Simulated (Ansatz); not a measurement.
# CH6FSi: the cost of one run

The runs use Ansatz 0.2.0, Gaussian basis; PBE0-D4, def2-SVP first, then def2-TZVP.

152 further runs of the same task are left out: 152 set aside as unsound or not needed.

### 1 The starting structure

The guess: 9 atoms, charge 0, spin multiplicity 2.

Atoms are counted from 1 here; the program's logs count them from 0.

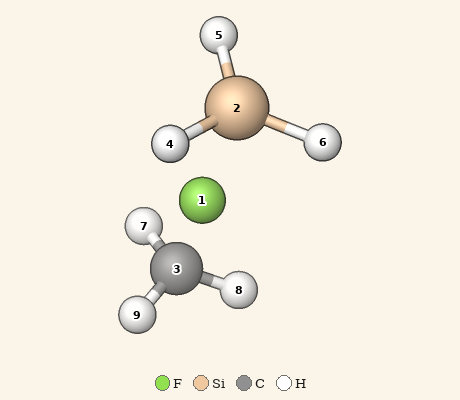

Start geometry, drawn with fluorine green, silicon light orange, carbon grey, hydrogen white; atoms are numbered from 1 in the order of the file.

As a file:

```xyz
9
charge 0, multiplicity 2
F    -0.1004    0.0529   -0.1610
Si    1.0387   -0.6122    1.7234
C    -0.9430    0.5566   -1.5653
H    -0.1823   -0.5893    2.4925
H     1.8711    0.5647    1.6565
H     1.4551   -1.8286    1.0679
H    -0.6410    1.5860   -1.6336
H    -0.5355   -0.1083   -2.3049
H    -1.9625    0.3783   -1.2754
```

Distances that are to change: F1–C3 1.71 Å, F1–Si2 2.30 Å.

### 2 Constrained relaxation of the guess

File hold/in.yaml:

```yaml
crystal:
  periodic: [false, false, false]
  atoms:
    - {symbol: F, position_ang: [-0.100400, 0.052900, -0.161000]}
    - {symbol: Si, position_ang: [1.038700, -0.612200, 1.723400]}
    - {symbol: C, position_ang: [-0.943000, 0.556600, -1.565300]}
    - {symbol: H, position_ang: [-0.182300, -0.589300, 2.492500]}
    - {symbol: H, position_ang: [1.871100, 0.564700, 1.656500]}
    - {symbol: H, position_ang: [1.455100, -1.828600, 1.067900]}
    - {symbol: H, position_ang: [-0.641000, 1.586000, -1.633600]}
    - {symbol: H, position_ang: [-0.535500, -0.108300, -2.304900]}
    - {symbol: H, position_ang: [-1.962500, 0.378300, -1.275400]}
basis:
  gaussian: {orbitals: def2-SVP}
magnetization: {spin_polarized: true, initial_magnetization: 1}
hamiltonian: {xc: pbe0, dispersion: d4}
relax: {f_tol: 0.04, max_steps: 150, escape_saddle: false, constraints: [{distance: [0, 2]}, {distance: [0, 1]}]}
```

Started as:

```sh
ansatz run in.yaml --threads 4 --pin off --events-out ev --progress --plain --max-ram 9574MiB
```

**Question.** How long does this run take on 4 threads of Intel Xeon at 2.50GHz, shared host?

About 28 s.
